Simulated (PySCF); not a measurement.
# triplet CH2BrFO2Si: levels of theory compared

Wanted: a comparison of 6 runs (UHF/3-21G, U-revPBE/def2-SVP, U-wB97M-V/def2-SVP, UM06-2X/def2-SVP, UPBE0/def2-SVP, USCS-MP2/def2-SVP) of triplet CH2BrFO2Si. The job is set up through a Python script.

Program for the calculation: PySCF 2.14.0.

4 further runs of the same task are left out: 4 set aside as unsound or not needed.

### Step 1. The structure to begin with

CH2BrFO2Si has 8 atoms, charge 0, and is taken as a triplet. As SMILES of the parent species, `O=CO[SiH](F)Br`. The shape is that of a PBE0-D4/def2-TZVP optimisation. This is one conformer, not always the lowest. That shape belongs to the parent species and isn't relaxed for this state.

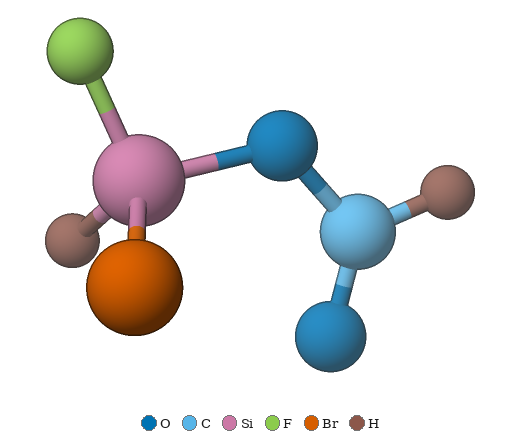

Viewed from a chosen angle; oxygen blue, carbon blue, silicon pink, fluorine green, bromine orange, hydrogen brown.

### Step 2. The energy at UHF/3-21G (run 1)

File job.py:

```python
from pyscf import gto

mol = gto.M(
    atom='''
O     -0.066700    -1.389300     1.332000
C      0.909900    -0.951300     0.804000
O      0.892600    -0.017800    -0.158000
Si    -0.549900     0.604100    -0.716800
F     -0.103800     1.472000    -1.959100
Br    -1.455900     1.923500     0.767600
H      1.939900    -1.254700     1.034400
H     -1.474000    -0.443600    -1.160000
''',
    basis='3-21g',
    spin=2,
    max_memory=1860,
    verbose=3,
)

calc0 = mol.UHF()
calc0.conv_tol = 1e-10
calc0.kernel()
if not calc0.converged:
    calc0 = calc0.newton().run(calc0.mo_coeff, calc0.mo_occ)

e_final = calc0.e_tot
print('E(%s) = %.9f' % ('HF', e_final))
```

Launch:

```console
OMP_NUM_THREADS=1 python job.py
```

The program printed:

```text
WARN: HOMO 0.0391943756045103 >= LUMO -0.394446063489593

converged SCF energy = -3134.0395997266  <S^2> = 2.0103591  2S+1 = 3.0068981
E(HF) = -3134.039599727
```

Run time: 2.2 s. Hardware: 1 thread of Arm Neoverse V1, shared host; peak memory 0.15 GiB.

### Step 3. The energy at U-revPBE/def2-SVP (run 2)

File input.py:

```python
from pyscf import gto, dft

system = gto.Mole()
system.atom = '''
O     -0.066700    -1.389300     1.332000
C      0.909900    -0.951300     0.804000
O      0.892600    -0.017800    -0.158000
Si    -0.549900     0.604100    -0.716800
F     -0.103800     1.472000    -1.959100
Br    -1.455900     1.923500     0.767600
H      1.939900    -1.254700     1.034400
H     -1.474000    -0.443600    -1.160000
'''
system.spin = 2
system.charge = 0
system.basis = 'def2-svp'
system.verbose = 3
system.max_memory = 1860
system.build()

mf = dft.UKS(system, xc='revpbe')
mf.grids.level = 5
mf.conv_tol = 1e-10
mf.kernel()
if not mf.converged:
    mf = mf.newton().run(mf.mo_coeff, mf.mo_occ)

energy = mf.e_tot
print(f'total energy: {energy:.8f} hartree')
```

Launch:

```console
OMP_NUM_THREADS=1 python input.py
```

The program printed:

```text
WARN: HOMO -0.0988288987191006 >= LUMO -0.312901009337611

WARN: HOMO -0.000341295943822484 >= LUMO -0.0302006554595762

WARN: HOMO -0.0434949805993452 >= LUMO -0.218905119773953

WARN: HOMO -0.0479670899589664 >= LUMO -0.142469598132616

WARN: HOMO -0.04720966091398 >= LUMO -0.230634430011143

WARN: HOMO -0.0572794290239411 >= LUMO -0.243769289130779

WARN: HOMO -0.0658958813062869 >= LUMO -0.252246262034637

WARN: HOMO -0.0752748623405455 >= LUMO -0.256235257729167

WARN: HOMO -0.0721276345908692 >= LUMO -0.256568699834449

WARN: HOMO -0.0734894897228195 >= LUMO -0.257610380183201

WARN: HOMO -0.0735880750080016 >= LUMO -0.257695618389609

WARN: HOMO -0.0734132129262632 >= LUMO -0.25762024276954

WARN: HOMO -0.0734385502124817 >= LUMO -0.257654466285589

WARN: HOMO -0.0734043179365949 >= LUMO -0.257616926459638

WARN: HOMO -0.0734047492576653 >= LUMO -0.257621571385395

WARN: HOMO -0.0734055696841573 >= LUMO -0.257621890621847

WARN: HOMO -0.0734069870950345 >= LUMO -0.257623170677075

WARN: HOMO -0.0734054635168642 >= LUMO -0.2576212693838

converged SCF energy = -3152.20500798862  <S^2> = 2.0029893  2S+1 = 3.0019922
total energy: -3152.20500799 hartree
```

It took 1.7 min on 1 thread of Arm Neoverse V1, shared host; peak memory 0.69 GiB.

### Step 4. The energy at U-wB97M-V/def2-SVP (run 3)

File geometry.xyz:

```xyz
8
CH2BrFO2Si
O     -0.066700    -1.389300     1.332000
C      0.909900    -0.951300     0.804000
O      0.892600    -0.017800    -0.158000
Si    -0.549900     0.604100    -0.716800
F     -0.103800     1.472000    -1.959100
Br    -1.455900     1.923500     0.767600
H      1.939900    -1.254700     1.034400
H     -1.474000    -0.443600    -1.160000
```

File run.py:

```python
from pyscf import gto, dft

mol = gto.M(
    atom='geometry.xyz',
    max_memory=1860,
    basis='def2-svp',
    spin=2,
    charge=0,
    verbose=4,
)

mf = dft.UKS(mol, xc='wb97m-v')
mf.conv_tol = 1e-10
mf.nlcgrids.level = 1
mf.grids.level = 5
mf.kernel()
if not mf.converged:
    mf = mf.newton().run(mf.mo_coeff, mf.mo_occ)

e_final = mf.e_tot
print(f'total energy: {e_final:.8f} hartree')
```

Launch:

```console
OMP_NUM_THREADS=1 python run.py
```

The program printed:

```text
PySCF version 2.14.0

[... 67 lines left out ...]
WARN: HOMO -0.0233144396909464 >= LUMO -0.376631717550598
[... 5 lines left out ...]
WARN: HOMO -0.0704666635580562 >= LUMO -0.107382574769939
[... 5 lines left out ...]
WARN: HOMO -0.178943938756056 >= LUMO -0.212676977413773
[... 78 lines left out ...]
converged SCF energy = -3152.34192738318  <S^2> = 2.0042187  2S+1 = 3.0028112
total energy: -3152.34192738 hartree
```

Wall time 7 min (1 thread of Arm Neoverse V1, shared host); peak memory 0.7 GiB.

Runs 4 to 5 aren't shown in full; the table further down has their settings and results.

### Step 5. A single-point energy at USCS-MP2/def2-SVP (run 6)

File run.py:

```python
from pyscf import gto, mp

system = gto.M(
    atom='''
O     -0.126045    -2.625397     2.517115
C      1.719462    -1.797696     1.519340
O      1.686770    -0.033637    -0.298577
Si    -1.039160     1.141584    -1.354556
F     -0.196154     2.781677    -3.702162
Br    -2.751252     3.634888     1.450554
H      3.665880    -2.371039     1.954733
H     -2.785456    -0.838283    -2.192082
''',
    basis='def2-svp',
    unit='bohr',
    max_memory=1860,
    spin=2,
    verbose=4,
)

calc0 = system.UHF()
calc0.conv_tol = 1e-10
calc0.kernel()
if not calc0.converged:
    calc0 = calc0.newton().run(calc0.mo_coeff, calc0.mo_occ)

pt = mp.MP2(calc0, frozen=18).run()
e_tot = calc0.e_tot + 1.2 * pt.e_corr_os + pt.e_corr_ss / 3
print('E = %.10f Eh' % e_tot)
```

Launch:

```console
OMP_NUM_THREADS=1 python run.py
```

The program printed:

```text
PySCF version 2.14.0

[... 43 lines left out ...]
WARN: HOMO 0.0405642208184931 >= LUMO -0.381756269589809
[... 90 lines left out ...]
converged SCF energy = -3148.91291414406  <S^2> = 2.0148407  2S+1 = 3.0098776
[... 1 line left out ...]
******** <class 'pyscf.mp.ump2.UMP2'> ********
nocc = (np.int64(24), np.int64(22)), nmo = (98, 98)
frozen orbitals 18
E(UMP2) = -3149.84604642768  E_corr = -0.933132283620294
E(SCS-UMP2) = -3149.80505530222  E_corr = -0.892141158162387
E_corr(same-spin) = -0.262635671748421
E_corr(oppo-spin) = -0.670496611871873
E = -3149.8050553022 Eh
```

It took 11 s on 1 thread of Arm Neoverse V1, shared host; peak memory 0.45 GiB.

### Step 6. The series

```csv
run,level,integration grid,nlc grid,energy (Eh),dipole moment (D) of the reference,HOMO energy (eV),LUMO energy (eV),wall time
1,UHF/3-21G,–,–,-3134.039600,2.19,-7.73,0.46,2.2 s
2,U-revPBE/def2-SVP,5,–,-3152.205008,0.74,-2.00,–,1.7 min
3,U-wB97M-V/def2-SVP,5,1,-3152.341927,1.20,-5.84,-3.50,7 min
4,UM06-2X/def2-SVP,5,–,-3152.501285,1.33,-4.94,-4.52,4.7 min
5,UPBE0/def2-SVP,5,–,-3151.869146,1.20,-3.68,–,1.9 min
6,USCS-MP2/def2-SVP,–,–,-3149.805055,1.64,-7.65,0.36,11 s
```

### Step 7. Summary of results

```
                                                         quantity           value
                                              run 6: total energy  -3149.80506 Eh
                      run 6: dipole moment (Hartree–Fock density)          1.64 D
run 6: HOMO energy (Hartree–Fock orbitals) (highest over α and β)        -7.65 eV
 run 6: LUMO energy (Hartree–Fock orbitals) (lowest over α and β)         0.36 eV
              run 6: correlation energy (18 core orbitals frozen)      -892.1 mEh
                         run 6: ⟨S²⟩ of the reference determinant           2.015
```

**Reading.** Over runs 1, 2, 3, 4, 5 the dipole moment (its size) runs from 0.74 D (U-revPBE/def2-SVP) to 2.19 D (UHF/3-21G). The two ends differ in method and basis. Totals of different functionals can't be ranked against each other. All runs together took 16 min, the longest 7 min.
